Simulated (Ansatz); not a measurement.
## C₂H₁₀GeOSi: molecular dynamics (part 1 of 3)

The run: molecular dynamics of C₂H₁₀GeOSi. Method and program: RKS BLYP-d3bjatm/6-31G* (Ansatz 0.2.0).

The geometry comes from this level: PBE0-D4/def2-TZVP. Figures and captions count atoms from 1; the log counts them from 0 in places.

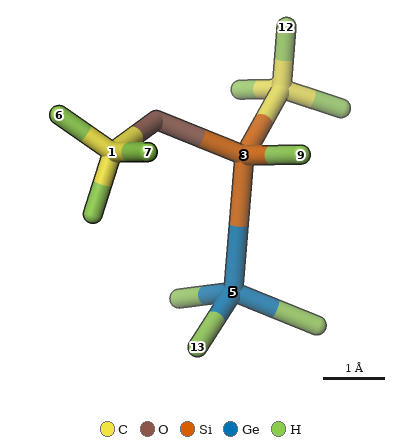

*The structure as given in the input (stick view, seen at a tilt; atoms are numbered from 1 in the order of the input). Sticks mark near contacts.*

Bond lengths as drawn: C–H 1.09 to 1.10 Å, C–O 1.41 Å, C–Si 1.86 Å, Ge–H 1.54 Å, Ge–Si 2.39 Å, H–Si 1.50 Å and O–Si 1.65 Å.

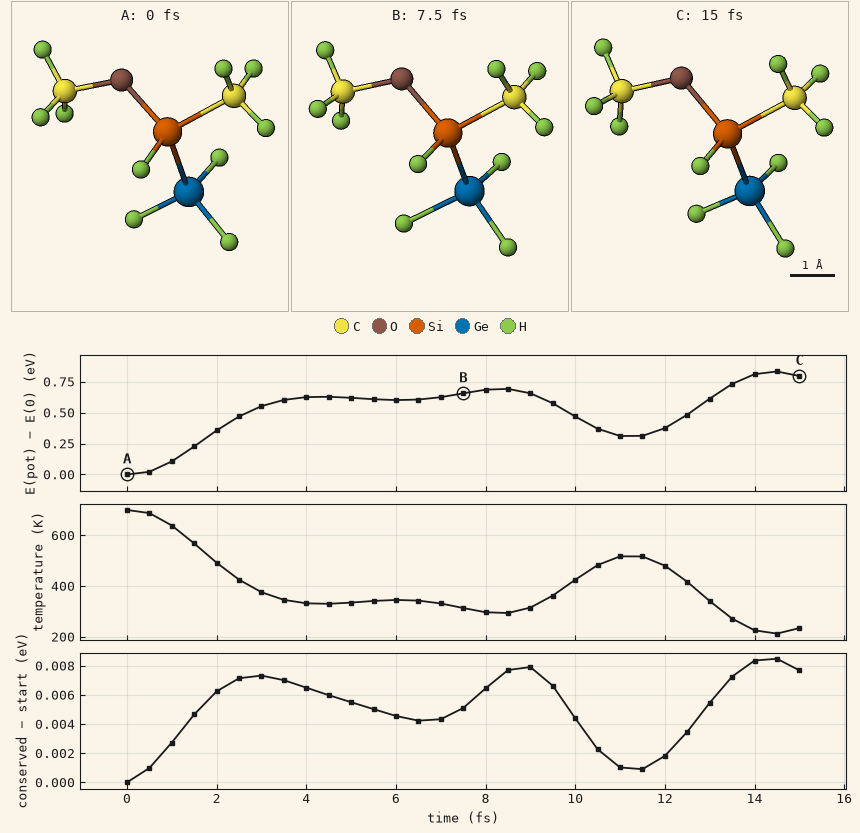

*Frames of the molecular dynamics (ball-and-stick, seen at a tilt) above the curves, on which the letters mark them.*

The trajectory kept here has 31 frames over 15 fs. The temperature starts at 700 K, ranges from 213 to 700 K and averages 357 K over the second half. The potential energy ends 0.796 eV above its first value. The conserved quantity stays within 0.0085 eV. After an unweighted best fit of the last frame on the first, the root-mean-square displacement is 0.22 Å, and H8 has moved furthest (0.35 Å).

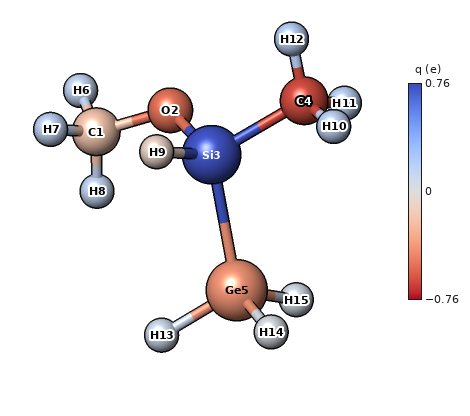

*Mulliken charges, as the colour of each atom (ball-and-stick view, seen at a tilt; atoms are numbered from 1 in the order of the input).*

By element: C −0.62 to −0.18, O −0.51, Si +0.73, Ge −0.40 and H −0.09 to +0.17 e.

The input that produced these results follows, with the program's output.

### Input file
```yaml
crystal:
  periodic: [false, false, false]
  atoms:
    - {symbol: C, position_ang: [-0.679884, 2.232182, 0.332791]}
    - {symbol: O, position_ang: [-0.947181, 1.017361, -0.324949]}
    - {symbol: Si, position_ang: [0.201875, -0.137241, -0.581411]}
    - {symbol: C, position_ang: [-0.594207, -1.476690, -1.594852]}
    - {symbol: Ge, position_ang: [1.040764, -0.992668, 1.487996]}
    - {symbol: H, position_ang: [-1.581986, 2.845434, 0.300084]}
    - {symbol: H, position_ang: [0.133181, 2.783981, -0.153818]}
    - {symbol: H, position_ang: [-0.408668, 2.071253, 1.382789]}
    - {symbol: H, position_ang: [1.354403, 0.469907, -1.316542]}
    - {symbol: H, position_ang: [0.127844, -2.264571, -1.823525]}
    - {symbol: H, position_ang: [-1.431652, -1.924855, -1.056026]}
    - {symbol: H, position_ang: [-0.968704, -1.068931, -2.536766]}
    - {symbol: H, position_ang: [1.627558, 0.113929, 2.385443]}
    - {symbol: H, position_ang: [2.165754, -2.014522, 1.232583]}
    - {symbol: H, position_ang: [-0.061096, -1.705368, 2.295402]}
basis:
  gaussian: {orbitals: "6-31G*"}
hamiltonian: {xc: {name: BLYP}, dispersion: d3bjatm}
md: {timestep: 0.5 fs, n_steps: 30, ensemble: nvt_nose_hoover, temperature: 700, initial_velocities: maxwell_boltzmann, seed: 661}
```

Launch command:
```bash
ansatz run in.yaml --threads 8 --pin off --events-out ev --progress --plain --max-ram 18278MiB
```

### Log
```
Functional definition: BLYP
  name "BLYP"
  cite "Becke, Phys. Rev. A 38, 3098 (1988) doi:10.1103/PhysRevA.38.3098"
  cite "Lee, Yang & Parr, Phys. Rev. B 37, 785 (1988) doi:10.1103/PhysRevB.37.785"
  parameter beta = 0.0042
  parameter a = 0.04918
  parameter b = 0.132
  parameter c = 0.2533
  parameter d = 0.349
  exchange = b88_x(beta = beta)
  correlation = lyp_c(a = a, b = b, c = c, d = d)
1486 factors; their error is unknown
mean field evaluation 1: about -68660.0696 eV, gradient 7.5e1 eV
mean field evaluation 2: about -68626.7668 eV, gradient 1.4e2 eV
mean field evaluation 4: about -68671.7595 eV, gradient 9.7e0 eV
mean field evaluation 8: about -68671.9537 eV, gradient 2.3e-1 eV
mean field evaluation 16: about -68671.8701 eV, gradient 4.8e-4 eV
mean field -68671.87007044 eV, -2523.6446776233 hartree, gradient 4.5e-5 eV, S^2 0.000000; 0 other end points of the search recorded, 0 dependent functions left out
the calculation of the forces begins
reference -68671.87045754 eV, -2523.6446918488 hartree; 38, 38 occupied and 81, 81 virtual orbitals, 1486 factors
md step     0: t =     0.00 fs  T =   700.0 K  F+E_penalty+E_count = -68672.57921344 eV  E_kin = 1.176266 eV  conserved = -68671.40294745 eV  (28 SCF iters)
these checks for a lower state are left out or cut short: starts, cluster_reference, orbital_swaps, neighbouring_geometries, increment
1486 factors; their error is unknown
mean field -68671.84877665 eV, -2523.6438950909 hartree, gradient 2.3e-5 eV, S^2 0.000000; 0 other end points of the search recorded, 0 dependent functions left out
the calculation of the forces begins
reference -68671.84916383 eV, -2523.6439093197 hartree; 38, 38 occupied and 81, 81 virtual orbitals, 1486 factors
md step     1: t =     0.50 fs  T =   687.7 K  F+E_penalty+E_count = -68672.55757695 eV  E_kin = 1.155619 eV  conserved = -68671.40195854 eV  (29 SCF iters)
[... from here on the SCF iterations and repeated set-up lines of each step are left out, up to the last step ...]
md step     2: t =     1.00 fs  T =   638.7 K  F+E_penalty+E_count = -68672.47352929 eV  E_kin = 1.073316 eV  conserved = -68671.40021514 eV  (30 SCF iters)
md step     3: t =     1.50 fs  T =   567.8 K  F+E_penalty+E_count = -68672.35247117 eV  E_kin = 0.954191 eV  conserved = -68671.39828746 eV  (30 SCF iters)
md step     4: t =     2.00 fs  T =   491.9 K  F+E_penalty+E_count = -68672.22330938 eV  E_kin = 0.826626 eV  conserved = -68671.39670404 eV  (30 SCF iters)
md step     5: t =     2.50 fs  T =   425.1 K  F+E_penalty+E_count = -68672.11014348 eV  E_kin = 0.714383 eV  conserved = -68671.39580410 eV  (31 SCF iters)
md step     6: t =     3.00 fs  T =   375.7 K  F+E_penalty+E_count = -68672.02688613 eV  E_kin = 0.631341 eV  conserved = -68671.39562271 eV  (31 SCF iters)
md step     7: t =     3.50 fs  T =   345.5 K  F+E_penalty+E_count = -68671.97647088 eV  E_kin = 0.580655 eV  conserved = -68671.39593676 eV  (32 SCF iters)
md step     8: t =     4.00 fs  T =   331.9 K  F+E_penalty+E_count = -68671.95401565 eV  E_kin = 0.557743 eV  conserved = -68671.39644879 eV  (32 SCF iters)
md step     9: t =     4.50 fs  T =   330.0 K  F+E_penalty+E_count = -68671.95125035 eV  E_kin = 0.554530 eV  conserved = -68671.39696578 eV  (32 SCF iters)
md step    10: t =     5.00 fs  T =   334.7 K  F+E_penalty+E_count = -68671.95958424 eV  E_kin = 0.562468 eV  conserved = -68671.39744565 eV  (31 SCF iters)
md step    11: t =     5.50 fs  T =   341.3 K  F+E_penalty+E_count = -68671.97103826 eV  E_kin = 0.573546 eV  conserved = -68671.39792227 eV  (31 SCF iters)
md step    12: t =     6.00 fs  T =   345.3 K  F+E_penalty+E_count = -68671.97805092 eV  E_kin = 0.580208 eV  conserved = -68671.39838999 eV  (31 SCF iters)
md step    13: t =     6.50 fs  T =   342.7 K  F+E_penalty+E_count = -68671.97384098 eV  E_kin = 0.575807 eV  conserved = -68671.39871244 eV  (31 SCF iters)
md step    14: t =     7.00 fs  T =   331.4 K  F+E_penalty+E_count = -68671.95461407 eV  E_kin = 0.556819 eV  conserved = -68671.39861630 eV  (32 SCF iters)
md step    15: t =     7.50 fs  T =   313.4 K  F+E_penalty+E_count = -68671.92353179 eV  E_kin = 0.526657 eV  conserved = -68671.39784828 eV  (32 SCF iters)
md step    16: t =     8.00 fs  T =   296.7 K  F+E_penalty+E_count = -68671.89396641 eV  E_kin = 0.498599 eV  conserved = -68671.39649816 eV  (32 SCF iters)
md step    17: t =     8.50 fs  T =   293.7 K  F+E_penalty+E_count = -68671.88740479 eV  E_kin = 0.493461 eV  conserved = -68671.39524113 eV  (32 SCF iters)
md step    18: t =     9.00 fs  T =   315.1 K  F+E_penalty+E_count = -68671.92304960 eV  E_kin = 0.529496 eV  conserved = -68671.39503837 eV  (30 SCF iters)
md step    19: t =     9.50 fs  T =   362.6 K  F+E_penalty+E_count = -68672.00388061 eV  E_kin = 0.609264 eV  conserved = -68671.39632457 eV  (32 SCF iters)
md step    20: t =    10.00 fs  T =   424.9 K  F+E_penalty+E_count = -68672.11058446 eV  E_kin = 0.714016 eV  conserved = -68671.39855257 eV  (32 SCF iters)
md step    21: t =    10.50 fs  T =   482.7 K  F+E_penalty+E_count = -68672.20952300 eV  E_kin = 0.811164 eV  conserved = -68671.40067734 eV  (32 SCF iters)
md step    22: t =    11.00 fs  T =   517.1 K  F+E_penalty+E_count = -68672.26816591 eV  E_kin = 0.868942 eV  conserved = -68671.40192278 eV  (32 SCF iters)
md step    23: t =    11.50 fs  T =   516.7 K  F+E_penalty+E_count = -68672.26716628 eV  E_kin = 0.868231 eV  conserved = -68671.40203903 eV  (31 SCF iters)
md step    24: t =    12.00 fs  T =   480.3 K  F+E_penalty+E_count = -68672.20478251 eV  E_kin = 0.807159 eV  conserved = -68671.40112923 eV  (31 SCF iters)
md step    25: t =    12.50 fs  T =   416.6 K  F+E_penalty+E_count = -68672.09558393 eV  E_kin = 0.699991 eV  conserved = -68671.39947274 eV  (32 SCF iters)
md step    26: t =    13.00 fs  T =   340.8 K  F+E_penalty+E_count = -68671.96599444 eV  E_kin = 0.572719 eV  conserved = -68671.39748380 eV  (32 SCF iters)
md step    27: t =    13.50 fs  T =   271.6 K  F+E_penalty+E_count = -68671.84756463 eV  E_kin = 0.456364 eV  conserved = -68671.39568798 eV  (32 SCF iters)
md step    28: t =    14.00 fs  T =   225.4 K  F+E_penalty+E_count = -68671.76866070 eV  E_kin = 0.378799 eV  conserved = -68671.39458808 eV  (32 SCF iters)
md step    29: t =    14.50 fs  T =   212.5 K  F+E_penalty+E_count = -68671.74667114 eV  E_kin = 0.357153 eV  conserved = -68671.39446796 eV  (32 SCF iters)
these checks for a lower state are left out or cut short: starts, cluster_reference, orbital_swaps, neighbouring_geometries, increment
1486 factors; their error is unknown
mean field -68671.08054730 eV, -2523.6156631830 hartree, gradient 1.4e-5 eV, S^2 0.000000; 0 other end points of the search recorded, 0 dependent functions left out
the calculation of the forces begins
reference -68671.08094391 eV, -2523.6156777581 hartree; 38, 38 occupied and 81, 81 virtual orbitals, 1486 factors
1486 factors; their error is unknown
mean field evaluation 256: about -68671.1358 eV, gradient 3.0e0 eV
mean field -68671.08054730 eV, -2523.6156631830 hartree, gradient 1.4e-5 eV, S^2 0.000000; 1 other end points of the search recorded, 0 dependent functions left out
the calculation of the forces begins
reference -68671.08094391 eV, -2523.6156777581 hartree; 38, 38 occupied and 81, 81 virtual orbitals, 1486 factors
md step    30: t =    15.00 fs  T =   234.2 K  F+E_penalty+E_count = -68671.78366414 eV  E_kin = 0.393592 eV  conserved = -68671.39526294 eV  (30 SCF iters)
Total energy: -68671.78406074 eV, -2523.6415168253 hartree
Atom 0 at    -0.670706     2.302466     0.331362 Å, force    -1.400632     0.262268     1.321380 eV/Å
Atom 1 at    -0.988941     1.027048    -0.340140 Å, force     0.743724     0.599085     0.765692 eV/Å
Atom 2 at     0.245436    -0.143857    -0.557339 Å, force    -0.953793     0.265599    -0.481821 eV/Å
Atom 3 at    -0.554660    -1.504496    -1.550956 Å, force     0.196948    -0.297263     0.164891 eV/Å
Atom 4 at     1.024465    -1.003579     1.470780 Å, force    -0.336312    -2.695910    -0.606288 eV/Å
Atom 5 at    -1.730333     2.795073     0.676334 Å, force     2.347169    -0.904489    -1.042393 eV/Å
Atom 6 at    -0.069238     2.979847    -0.337437 Å, force    -0.618622    -0.329516     0.322897 eV/Å
Atom 7 at    -0.075778     2.175967     1.316788 Å, force    -0.663849    -0.088179    -1.221222 eV/Å
Atom 8 at     1.296544     0.503062    -1.402644 Å, force     0.338097    -0.041500     0.106664 eV/Å
Atom 9 at     0.170661    -2.210680    -1.992166 Å, force    -0.057834     0.233016    -0.182063 eV/Å
Atom 10 at    -1.323458    -2.092862    -1.061359 Å, force    -0.149024    -0.316122     0.774207 eV/Å
Atom 11 at    -1.123152    -0.969087    -2.282825 Å, force    -0.286422     0.360006    -1.366252 eV/Å
Atom 12 at     1.553498     0.103953     2.136604 Å, force     1.247354     2.911926     2.003664 eV/Å
Atom 13 at     2.265334    -1.962783     1.521707 Å, force    -0.125016    -0.038802    -0.418224 eV/Å
Atom 14 at     0.035496    -1.705598     2.439483 Å, force    -0.281789     0.079880    -0.141133 eV/Å
Dipole moment:     0.038787     0.114927    -0.088700 e Å
```

### Trajectory as extended XYZ (Å, eV, eV/Å), 31 frames, from step=0 to step=30
```
15
Properties=species:S:1:pos:R:3:forces:R:3 step=0 time_fs=0.0 energy=-68672.57921 temperature=700.0
C    -0.6799    2.2322    0.3328    0.0784   0.4017   0.2247
O    -0.9472    1.0174   -0.3249   -0.8651  -0.0652  -0.2779
Si    0.2019   -0.1372   -0.5814    0.6156  -0.2853   0.0334
C    -0.5942   -1.4767   -1.5949   -0.0250  -0.0868  -0.0595
Ge    1.0408   -0.9927    1.4880   -0.0474   0.0447  -0.1544
H    -1.5820    2.8454    0.3001   -0.2924   0.2204  -0.0022
H     0.1332    2.7840   -0.1538    0.2735   0.2163  -0.1329
H    -0.4087    2.0713    1.3828    0.0901  -0.0190   0.3519
H     1.3544    0.4699   -1.3165    0.1909   0.0562  -0.1233
H     0.1278   -2.2646   -1.8235    0.2010  -0.2591  -0.0836
H    -1.4317   -1.9249   -1.0560   -0.2540  -0.1509   0.1431
H    -0.9687   -1.0689   -2.5368   -0.1299   0.0955  -0.2954
H     1.6276    0.1139    2.3854    0.1214   0.1901   0.1999
H     2.1658   -2.0145    1.2326    0.2301  -0.2124  -0.0068
H    -0.0611   -1.7054    2.2954   -0.1871  -0.1462   0.1831
15
Properties=species:S:1:pos:R:3:forces:R:3 step=1 time_fs=0.5 energy=-68672.55758 temperature=687.7
C    -0.6777    2.2334    0.3349   -0.5121   0.7505   0.2852
O    -0.9481    1.0172   -0.3267   -0.8098   0.0095  -0.1484
Si    0.2032   -0.1378   -0.5802    0.5456  -0.2706   0.0291
C    -0.5943   -1.4773   -1.5923    0.4596  -0.1546   0.2566
Ge    1.0397   -0.9935    1.4868    0.1775   0.5590   0.1850
H    -1.6073    2.8556    0.2951    0.4294  -0.2542   0.1348
H     0.1224    2.7933   -0.1698    0.2315   0.1567  -0.0521
H    -0.3891    2.0727    1.3931   -0.0540   0.0613  -0.0385
H     1.3418    0.4766   -1.3227    0.2664   0.0615  -0.1377
H     0.1290   -2.2576   -1.8395    0.2278  -0.2961  -0.0209
H    -1.4194   -1.9257   -1.0533   -0.4985  -0.2886   0.2556
H    -0.9537   -1.0660   -2.5179   -0.4230   0.3395  -0.8068
H     1.6468    0.1468    2.3972   -0.1198  -0.2290  -0.1238
H     2.1636   -2.0090    1.2501    0.3354  -0.2922  -0.0487
H    -0.0504   -1.7092    2.2983   -0.2560  -0.1528   0.2307
15
Properties=species:S:1:pos:R:3:forces:R:3 step=2 time_fs=1.0 energy=-68672.47353 temperature=638.7
C    -0.6756    2.2347    0.3370   -0.9484   1.0206   0.3085
O    -0.9492    1.0170   -0.3285   -0.7519   0.0843  -0.0189
Si    0.2045   -0.1384   -0.5789    0.4824  -0.2475   0.0189
C    -0.5943   -1.4780   -1.5896    0.9190  -0.2589   0.5541
Ge    1.0387   -0.9943    1.4857    0.3660   0.9843   0.4631
H    -1.6315    2.8652    0.2905    1.0183  -0.6287   0.2619
H     0.1121    2.8031   -0.1858    0.1676   0.0797   0.0481
H    -0.3697    2.0743    1.4033   -0.1960   0.1339  -0.4018
H     1.3297    0.4834   -1.3292    0.3308   0.0619  -0.1461
H     0.1308   -2.2513   -1.8555    0.2288  -0.3076   0.0481
H    -1.4084   -1.9273   -1.0499   -0.7098  -0.4104   0.3475
H    -0.9397   -1.0622   -2.5011   -0.6978   0.5789  -1.2850
H     1.6657    0.1791    2.4086   -0.3226  -0.5763  -0.3829
H     2.1622   -2.0042    1.2676    0.4288  -0.3601  -0.0857
H    -0.0404   -1.7134    2.3017   -0.3153  -0.1540   0.2702
```
